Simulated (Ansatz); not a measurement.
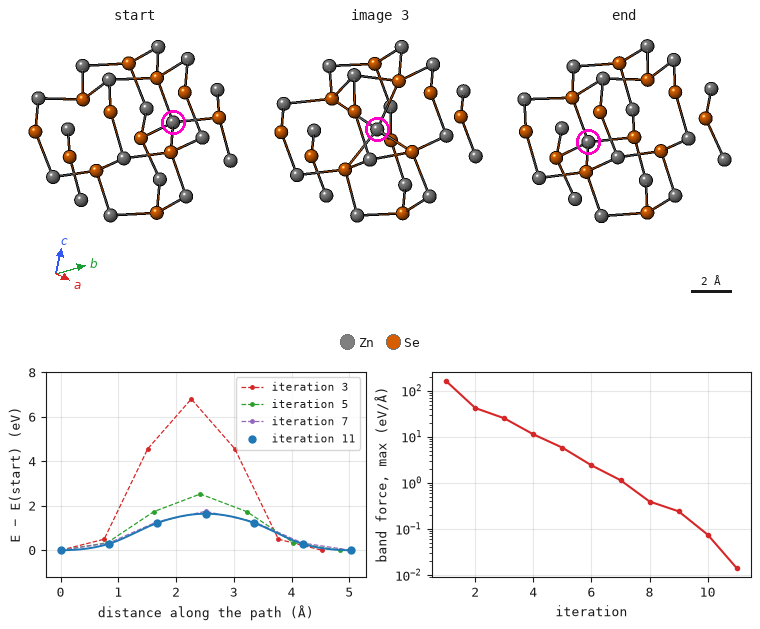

NEB run on a defect cell of composition Zn₇Se₈ (cell charge −2) (15 atoms in the cell). Images are numbered from 0 (start) to 6 (end). The plot follows the band through its iterations. The picture is a ball-and-stick view of the atoms within 5.6 Å of the middle of the path, seen slightly off an axis. The moving atom is ringed, with any periodic copies. Bonds to atoms that aren't drawn are left out.

The calculation used Ansatz, DFT r2SCAN, scalar-relativistic, plane waves, PAW.

Input file:
```yaml
crystal:
  lattice:
    - [0.0, 5.66488508, -5.66488508]
    - [5.66488508, 5.66488508, 0.0]
    - [5.66488508, 0.0, -5.66488508]
  atoms:
    - { symbol: Zn, position: [0.4867858974, 0.0132141026, 0.4867858974] }
    - { symbol: Zn, position: [0.0132141026, 0.0132141026, 0.4867858974] }
    - { symbol: Zn, position: [0.0132141026, 0.4867858974, 0.4867858974] }
    - { symbol: Zn, position: [0.4867858974, 0.0132141026, 0.0132141026] }
    - { symbol: Zn, position: [0.4867858974, 0.4867858974, 0.0132141026] }
    - { symbol: Zn, position: [0.0, 0.0, 0.0] }
    - { symbol: Zn, position: [0.0132141026, 0.4867858974, 0.0132141026] }
    - { symbol: Se, position: [0.3808087422, 0.3808087422, 0.3808087422] }
    - { symbol: Se, position: [0.3808087422, 0.8575737734, 0.3808087422] }
    - { symbol: Se, position: [0.8575737734, 0.3808087422, 0.3808087422] }
    - { symbol: Se, position: [0.8741497485, 0.8741497485, 0.3775507544] }
    - { symbol: Se, position: [0.3808087422, 0.3808087422, 0.8575737734] }
    - { symbol: Se, position: [0.3775507544, 0.8741497485, 0.8741497485] }
    - { symbol: Se, position: [0.8741497485, 0.3775507544, 0.8741497485] }
    - { symbol: Se, position: [0.8741497485, 0.8741497485, 0.8741497485] }
total_charge: -2
basis:
  ecutwfc: 500
  xc_grid: 3
kpoints:
  mp_grid: { grid: [2, 2, 2], shift: [0.0, 0.0, 0.0] }
hamiltonian:
  xc: r2scan
scf:
  occupations: { method: gaussian, width: 0.02 }
output:
  forces: true
neb:
  images: 5
  f_tol: 0.05
  max_iterations: 70
  order_check: false
  final_atoms:
    - { symbol: Zn, position: [0.4867858984, -0.4867858984, 0.4867858984] }
    - { symbol: Zn, position: [0.0132141016, -0.0132141016, 0.4867858984] }
    - { symbol: Zn, position: [0.0132141016, 0.5132141016, 0.4867858984] }
    - { symbol: Zn, position: [0.4867858984, -0.0132141016, 0.0132141016] }
    - { symbol: Zn, position: [0.4867858984, 0.5132141016, 0.0132141016] }
    - { symbol: Zn, position: [0.0132141016, -0.0132141016, 0.0132141016] }
    - { symbol: Zn, position: [0.0, 0.5, 0.0] }
    - { symbol: Se, position: [0.3808087246, 0.3575738261, 0.3808087246] }
    - { symbol: Se, position: [0.3808087246, 0.8808087246, 0.3808087246] }
    - { symbol: Se, position: [0.874149746, 0.374149746, 0.3775507619] }
    - { symbol: Se, position: [0.8575738261, 0.8808087246, 0.3808087246] }
    - { symbol: Se, position: [0.3775507619, 0.374149746, 0.874149746] }
    - { symbol: Se, position: [0.3808087246, 0.8808087246, 0.8575738261] }
    - { symbol: Se, position: [0.874149746, 0.374149746, 0.874149746] }
    - { symbol: Se, position: [0.874149746, 0.8775507619, 0.874149746] }
```

Command:
```bash
ansatz run input.yaml --threads 8 --pin off --max-ram 20480MiB --backend cpu --events-out ev --progress --plain --runs-dir out
```

Judge this run.

The run is converged, with reservations. The band converged in 11 iterations. The largest component of the band force went from 160 to 0.014 eV/Å. The climbing image converged on the top of the path. Its curvatures weren't checked. The first iteration put the highest image at 42.51 eV. The two ends have the same energy, and the highest point, image 3, lies 1.64 eV above the start.

Limits of the set-up: the periodic images lie only 8.0 Å apart, so the values are limited by the cell's size; the cell is charged, on a uniform background, and energies carry no finite-size correction.

The run took 4.4 min on 8 threads of AMD EPYC 9R45 96-Core Processor (Zen 5), on a shared host, peak memory 5.5 GiB.
